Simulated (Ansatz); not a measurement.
# CHSi+ (triplet): correlated methods under varied settings

Aim: run CHSi+ (triplet) at one geometry under a spread of methods and options, and see what each costs and gives.

Computed with Ansatz 0.2.0, Gaussian basis. Level: the settings change from run to run.

18 further runs of the same task are left out: 6 that didn't finish, 12 set aside as unsound or not needed.

## (1) What is computed

The geometry is a PBE0/def2-TZVP stationary point (not a proven minimum) of the parent state, kept for this charge and spin.

3 atoms, charge 1, spin multiplicity 3.

Atoms are counted from 1 here; the program's logs count them from 0.

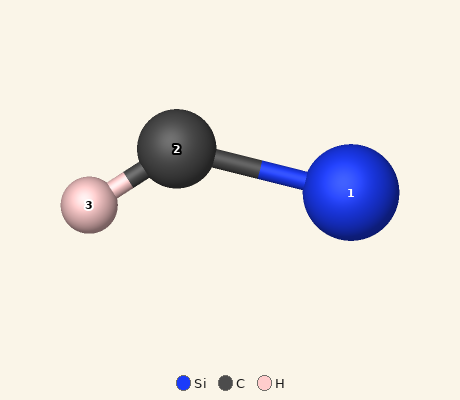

The geometry (silicon blue, carbon dark grey, hydrogen pink); atoms are numbered from 1 in the order of the file.

## (2) CCSD(T) on UHF/STO-3G

in.yaml reads:

```yaml
crystal:
  periodic: [false, false, false]
  atoms:
    - {symbol: Si, position_ang: [0.000000, 0.032553, 0.617233]}
    - {symbol: C, position_ang: [0.000000, -0.127023, -1.268554]}
    - {symbol: H, position_ang: [0.000000, 0.606549, -2.082531]}
basis:
  gaussian: {orbitals: STO-3G}
total_charge: 1
magnetization: {spin_polarized: true, initial_magnetization: 2}
hamiltonian: {pseudopotentials: {relativity: scalar}}
correlation: {method: ccsd_t, electrons: all, diis_vectors: 2}
```

Started as:

```
ansatz run in.yaml --threads 1 --pin off --events-out ev --progress --plain --max-ram 2393MiB
```

Output, cut to the lines that bear on the results:

```text
Functional definition: HF
  name "HF"
  cite "Fock, Z. Phys. 61, 126 (1930) doi:10.1007/BF01340294"
  parent pbe
[...]
169 factors; integrals over basis functions are off by at most 2.7e-5 eV
[...]
mean field -8809.21623258 eV, -323.7327254462 hartree, gradient 1.8e-6 eV, S^2 2.117080; 9 other end points of the search recorded, 0 dependent functions left out
determinant -8809.21623258 eV, -323.7327254462 hartree, with singles and doubles -8811.48964460 eV, -323.8162717968 hartree
determinant -8806.55388851 eV, -323.6348861060 hartree, with singles and doubles -8808.76717961 eV, -323.7162230539 hartree
determinant -8806.46882611 eV, -323.6317601205 hartree, with singles and doubles -8808.43027301 eV, -323.7038419646 hartree
determinant -8805.77267348 eV, -323.6061769832 hartree, with singles and doubles -8807.64041442 eV, -323.6748151970 hartree
determinant -8804.92442763 eV, -323.5750045233 hartree, with singles and doubles -8807.03341920 eV, -323.6525085338 hartree
reference -8809.21623258 eV, -323.7327254462 hartree; 11, 9 occupied and 4, 6 virtual orbitals, 169 factors
second order -1.48343426 eV of doubles, -0.00000000 eV of singles
cycle   1  -2.27312828 eV  change    2.8e-4 eV  update   3.6e-3
[...]
cycle  15  -2.28013494 eV  change    2.5e-6 eV  update   1.1e-5
perturbative correction -0.05969977 eV, -0.0021939261 hartree
Total energy: -8811.55606729 eV, -323.8187127858 hartree
Relativity: scalar
```

Run time: 0.45 s. Hardware: 1 thread of Intel Xeon 6975P-C, shared host.

From the report: ⟨S²⟩ of the determinant 2.117 (pure triplet: 2.00); correlation -2.3398 eV; T1 0.029; largest double amplitude 0.09.

## (3) CCSD on ROHF/def2-SVP

in.yaml reads:

```yaml
crystal:
  periodic: [false, false, false]
  atoms:
    - {symbol: Si, position_ang: [0.000000, 0.032553, 0.617233]}
    - {symbol: C, position_ang: [0.000000, -0.127023, -1.268554]}
    - {symbol: H, position_ang: [0.000000, 0.606549, -2.082531]}
basis:
  gaussian: {orbitals: def2-SVP}
total_charge: 1
magnetization: {spin_polarized: false, initial_magnetization: 2}
correlation: {method: ccsd, electrons: outside_noble_gas}
accuracy: high
output: {forces: true}
```

The command is unchanged.

Output, cut to the lines that bear on the results:

```text
Functional definition: HF
  name "HF"
  cite "Fock, Z. Phys. 61, 126 (1930) doi:10.1007/BF01340294"
  parent pbe
[...]
677 factors; integrals over basis functions are off by at most 3.8e-9 eV
[...]
mean field -8893.77295246 eV, -326.8401275869 hartree, gradient 2.8e-8 eV, S^2 2.000000; 6 other end points of the search recorded, 0 dependent functions left out
[...]
determinant -8893.77295246 eV, -326.8401275869 hartree, with singles and doubles -8898.59763612 eV, -327.0174314411 hartree
determinant -8890.58637973 eV, -326.7230231991 hartree, with singles and doubles -8895.09991634 eV, -326.8888926104 hartree
determinant -8890.40044205 eV, -326.7161901154 hartree, with singles and doubles -8896.12602528 eV, -326.9266014182 hartree
6 core orbitals not correlated: weight in the atoms' cores, before any rotation towards them, 1.000 or more for the frozen orbitals, at most 0.000 for the correlated occupied ones
reference -8893.77295246 eV, -326.8401275869 hartree; 5, 3 occupied and 26, 28 virtual orbitals, 677 factors
second order -3.78995755 eV of doubles, -0.08877408 eV of singles
cycle   1  -4.82520157 eV  change   -5.2e-4 eV  update   3.4e-3
[...]
cycle  27  -4.82998046 eV  change   5.5e-10 eV  update  5.7e-10
[...]
Total energy: -8898.60293291 eV, -327.0176260949 hartree
Atom 0 at     0.000000     0.032553     0.617233 Å, force     0.000000    -0.458102    -1.682575 eV/Å
Atom 1 at     0.000000    -0.127023    -1.268554 Å, force    -0.000000     0.686375     2.240904 eV/Å
Atom 2 at     0.000000     0.606549    -2.082531 Å, force     0.000000    -0.228273    -0.558329 eV/Å
Dipole moment:    -0.000000     0.127800     0.122313 e Å
```

Run time: 2.4 s. Hardware: 1 thread of Intel Xeon 6975P-C, shared host.

From the report: correlation -4.8300 eV; T1 0.047; largest double amplitude 0.07.

## (4) CASSCF(4,7)/cc-pVDZ

in.yaml: that of step 3 with these lines changed.

```diff
@@ -7,7 +7,5 @@
 basis:
-  gaussian: {orbitals: def2-SVP}
+  gaussian: {orbitals: cc-pVDZ}
 total_charge: 1
 magnetization: {spin_polarized: false, initial_magnetization: 2}
-correlation: {method: ccsd, electrons: outside_noble_gas}
-accuracy: high
-output: {forces: true}
+correlation: {active_space: {window: {electrons: 4, orbitals: 7}}}
```

Launched as before.

Output:

```text
Functional definition: HF
  name "HF"
  cite "Fock, Z. Phys. 61, 126 (1930) doi:10.1007/BF01340294"
  parent pbe
  exchange = exact_x
  correlation = 0
362 factors; integrals over basis functions are off by at most 6.7e-4 eV
mean field evaluation 1: about -8892.6877 eV, gradient 2.7e1 eV
mean field evaluation 2: about -8892.6899 eV, gradient 2.7e1 eV
mean field evaluation 4: about -8896.6307 eV, gradient 3.3e0 eV
mean field evaluation 8: about -8897.2935 eV, gradient 4.5e-1 eV
mean field evaluation 16: about -8893.7854 eV, gradient 6.9e0 eV
mean field evaluation 32: about -8894.1609 eV, gradient 1.7e0 eV
mean field -8897.29581348 eV, -326.9695903418 hartree, gradient 2.8e-6 eV, S^2 2.000000; 5 other end points of the search recorded, 0 dependent functions left out
reference -8897.29581348 eV, -326.9695903418 hartree; 11, 9 occupied and 26, 28 virtual orbitals, 362 factors
state -8898.50783770 eV, -327.0141314103 hartree
Total energy: -8898.50783770 eV, -327.0141314103 hartree
```

Run time: 0.9 s. Hardware: 1 thread of Intel Xeon 6975P-C, shared host.

From the report: 441 determinants; active occupations 1.88, 1.00, 0.99, 0.06, 0.05, 0.01, 0.00.

## (5) BCCD on ROHF/def2-SVPD

in.yaml: that of step 4 with these lines changed.

```diff
@@ -7,5 +7,7 @@
 basis:
-  gaussian: {orbitals: cc-pVDZ}
+  gaussian: {orbitals: def2-SVPD}
 total_charge: 1
 magnetization: {spin_polarized: false, initial_magnetization: 2}
-correlation: {active_space: {window: {electrons: 4, orbitals: 7}}}
+correlation: {method: bccd, electrons: outside_noble_gas}
+scf: {lower_state_search: off}
+output: {forces: true}
```

The command is unchanged.

Output, cut to the lines that bear on the results:

```text
Functional definition: HF
  name "HF"
  cite "Fock, Z. Phys. 61, 126 (1930) doi:10.1007/BF01340294"
  parent pbe
[...]
513 factors; integrals over basis functions are off by at most 1.2e-3 eV
[...]
mean field -8893.86940311 eV, -326.8436720832 hartree, gradient 9.8e-6 eV, S^2 2.000000; 0 other end points of the search recorded, 0 dependent functions left out
6 core orbitals not correlated: weight in the atoms' cores, before any rotation towards them, 1.000 or more for the frozen orbitals, at most 0.000 for the correlated occupied ones
reference -8893.86940311 eV, -326.8436720832 hartree; 5, 3 occupied and 41, 43 virtual orbitals, 513 factors
second order -3.94553233 eV of doubles, -0.09182559 eV of singles
cycle   1  -4.69240522 eV  change   -6.5e-1 eV  update   7.8e-2
[...]
cycle  17  -4.98863208 eV  change   -6.4e-7 eV  update   1.1e-6
[...]
Total energy: -8898.85803519 eV, -327.0270009306 hartree
Atom 0 at     0.000000     0.032553     0.617233 Å, force    -0.000000    -0.452824    -1.558523 eV/Å
Atom 1 at     0.000000    -0.127023    -1.268554 Å, force    -0.000000     0.706659     2.101906 eV/Å
Atom 2 at     0.000000     0.606549    -2.082531 Å, force     0.000000    -0.253835    -0.543382 eV/Å
Dipole moment:     0.000000     0.109177     0.112081 e Å
Checks for a lower state left out: starts, cluster_reference, orbital_swaps, neighbouring_geometries, increment
```

It took 2.9 s on 1 thread of Intel Xeon 6975P-C, shared host.

From the report: correlation -4.9886 eV; largest double amplitude 0.07.

## (6) CCSDTQ on ROHF/STO-3G

in.yaml reads:

```yaml
crystal:
  periodic: [false, false, false]
  atoms:
    - {symbol: Si, position_ang: [0.000000, 0.032553, 0.617233]}
    - {symbol: C, position_ang: [0.000000, -0.127023, -1.268554]}
    - {symbol: H, position_ang: [0.000000, 0.606549, -2.082531]}
basis:
  gaussian: {orbitals: STO-3G}
total_charge: 1
magnetization: {spin_polarized: false, initial_magnetization: 2}
hamiltonian: {pseudopotentials: {relativity: scalar}}
correlation: {method: ccsdtq, electrons: outside_noble_gas}
```

Same command.

Output, cut to the lines that bear on the results:

```text
Functional definition: HF
  name "HF"
  cite "Fock, Z. Phys. 61, 126 (1930) doi:10.1007/BF01340294"
  parent pbe
[...]
238 factors; integrals over basis functions are off by at most 3.3e-8 eV
[...]
mean field -8808.99079902 eV, -323.7244409155 hartree, gradient 2.5e-6 eV, S^2 2.000000; 3 other end points of the search recorded, 0 dependent functions left out
[...]
determinant -8808.99079902 eV, -323.7244409155 hartree, with singles and doubles -8811.40840806 eV, -323.8132864092 hartree
determinant -8805.75519900 eV, -323.6055348078 hartree, with singles and doubles -8807.57306189 eV, -323.6723400370 hartree
6 core orbitals not correlated: weight in the atoms' cores, before any rotation towards them, 1.000 or more for the frozen orbitals, at most 0.000 for the correlated occupied ones
reference -8808.99079902 eV, -323.7244409155 hartree; 5, 3 occupied and 4, 6 virtual orbitals, 238 factors
second order -1.49627724 eV of doubles, -0.07185756 eV of singles
cycle   1  -2.00963690 eV  change   -4.4e-1 eV  update   9.0e-2
[...]
cycle  24  -2.52193489 eV  change    7.3e-7 eV  update   5.3e-7
Total energy: -8811.51273391 eV, -323.8171203133 hartree
Relativity: scalar
```

Run time: 8.5 s. Hardware: 1 thread of Intel Xeon 6975P-C, shared host.

From the report: correlation -2.5219 eV; T1 0.057; largest double amplitude 0.10.

## (7) All runs side by side

```csv
level,correlated,functions,energy (eV),time
CCSD(T) on UHF/STO-3G (relativity set),all,15,-8811.5561,0.45 s
CCSD on ROHF/def2-SVP,outside noble gas,37,-8898.6029,2.4 s
"CASSCF(4,7)/cc-pVDZ",,37,-8898.5078,0.9 s
BCCD on ROHF/def2-SVPD,outside noble gas,52,-8898.8580,2.9 s
CCSDTQ on ROHF/STO-3G (relativity set),outside noble gas,15,-8811.5127,8.5 s
```

## (8) Summary of results

```
quantity                                           value
    runs                                               5
quickest  CCSD(T) on UHF/STO-3G (relativity set), 0.45 s
 slowest   CCSDTQ on ROHF/STO-3G (relativity set), 8.5 s
```

What this shows: Total energies in different bases, with other cores or another treatment of relativity can't be set against each other. CCSDTQ on ROHF/STO-3G (relativity set) took 19 times as long as CCSD(T) on UHF/STO-3G (relativity set); the jobs differ in more than the method.
